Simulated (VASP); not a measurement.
Band structure of Ni (space group Fm-3m). Method: PBE GGA, VASP's PBE PAW potentials (set 64) (plane waves; VASP 6.6.1).

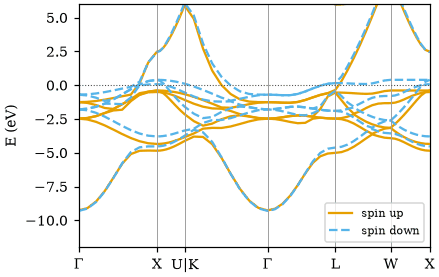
Fig. 1. Bands along high-symmetry lines, zero at the valence-band maximum or, without a gap, the Fermi level

Problem. Read the plot: is there a gap, and where are the band edges?

Solution. It has no gap at this level: it comes out as a metal or semimetal.

The structure is a typed Ni crystal (Fm-3m). The cell was not relaxed at this level.
